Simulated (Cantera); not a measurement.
Charge: 1 mol SiH2Cl2, a varied amount of N2, at 1277 °C and 25.5 Torr.

Equilibrium computed with Cantera from the NASA thermochemical tables; the gas is ideal and each condensed phase is pure. Candidate condensed phases: NH4Cl, Si, Si3N4; 28 gas species. The tables' values for SiCl3 are old estimates; treat these amounts as uncertain. Equilibrium is a limit: real reactors are often held back by kinetics, nucleation or transport.

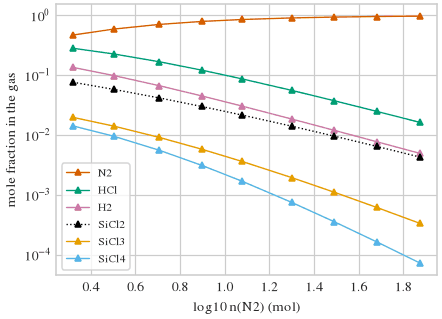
Figure: Equilibrium gas composition (values under 1e-9 drawn at 1e-9)

Q: Read off the mole fractions at 31 mol N2.

A: N2 about 0.94, HCl about 0.037, H2 about 0.012, SiCl2 about 0.0096, SiCl3 about 0.0011, SiCl4 about 0.00035.
